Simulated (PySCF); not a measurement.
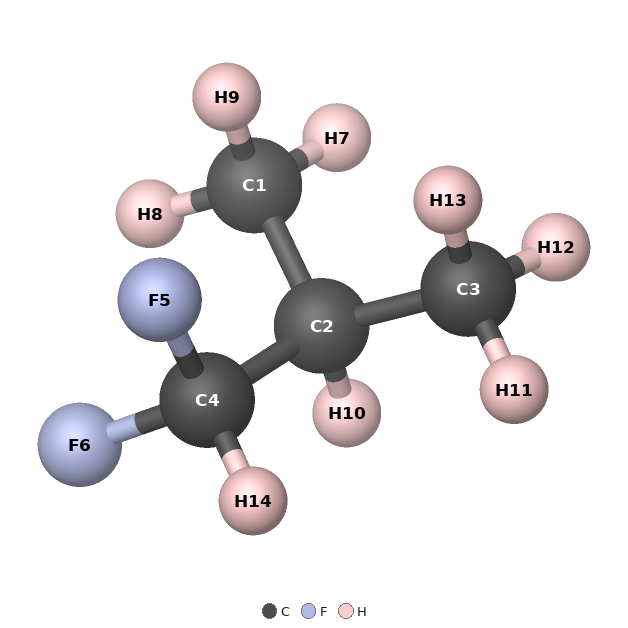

Computed geometry: PBE0-D3(BJ)/def2-TZVP optimisation. No frequency run is at hand to confirm it as a minimum. Method: GIAO ωB97X-D/pcSseg-2 NMR shielding, non-relativistic, gas phase (PySCF 2.14.0), and the same with a continuum solvent (IEF-PCM, Bondi radii x 1.2, gas-phase geometry).

How do dipole (D), HOMO–LUMO gap (eV), σ(F6) (ppm), σ(F5) (ppm), σ(H14) (ppm) change in chloroform (ε = 4.7)?

```csv
medium,dipole (D),HOMO–LUMO gap (eV),σ(F6) (ppm),σ(F5) (ppm),σ(H14) (ppm)
gas phase,2.26,13.36,310.6,330.1,25.90
chloroform,2.66,13.51,315.3,334.4,25.69
```
